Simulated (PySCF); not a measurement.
SMILES [SiH3][SiH2][SeH] (H6SeSi2) at its CAM-B3LYP/def2-SVP optimised geometry (Å):

```
9

Si     1.3050    -0.5645     0.0000
Si    -1.0384    -0.5645     0.0000
Se    -1.8398     1.5879     0.0000
H      1.7935     0.1823     1.1934
H      1.8398    -1.9551     0.0524
H      1.8045     0.1068    -1.2307
H     -1.5763    -1.1545    -1.2557
H     -1.5715    -1.3401     1.1550
H     -1.1262     1.9551     1.2315
```

Computed with CAM-B3LYP/def2-TZVP in PySCF. Cells within 0.4 Å of a nucleus heavier than hydrogen are left out (blank, or x).

Map of the deformation density (molecule minus spherical neutral atoms) (e/bohr³) on the plane z = 0.0 Å:

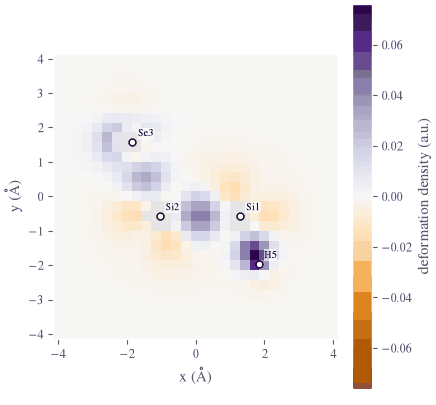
Figure: Deformation density (molecule minus spherical neutral atoms) (e/bohr³) on the plane z = 0.0 Å.
